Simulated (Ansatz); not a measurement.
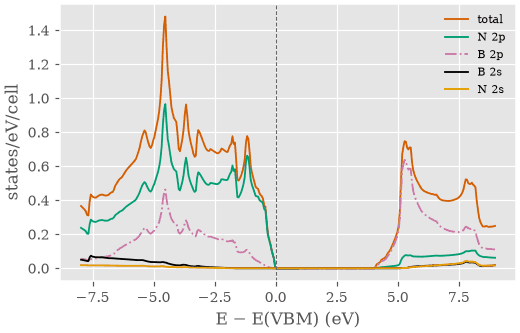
Total and projected density of states of BN in space group Fmm2 (No. 42; B on 4a, N on 4a), r²SCAN+D4 (plane waves, PAW; program Ansatz)

Q: Which orbitals carry the states next to the gap?

A: Top 1 eV of the valence band: N 2p 91 %, B 2p 8 %. Bottom 1 eV of the conduction band: B 2p 85 %, N 2p 10 %. Projections are on Löwdin-orthogonalised atomic valence shells; empty p or d shells of many metals are not among them.

Q: Where is the tallest occupied peak in this window, and what makes it?

A: Near -4.5 eV, about 1.5 states/eV per cell; the largest projected share is N 2p.

The workflow started from a Materials Project entry (that database holds measured and hypothetical structures alike); the Crystallography Open Database copy checked does not list it. It is not the phase usual at ambient conditions (space group No. 186, 194, 216). Symmetry was held in the r²SCAN+D4 relaxation. At this level the phase is mechanically unstable.

Potentials: the earlier of the program's two PAW sets. The files were generated under PBE; for other functionals the program regenerates the frozen cores, and for LDA and PBEsol the local potential too.
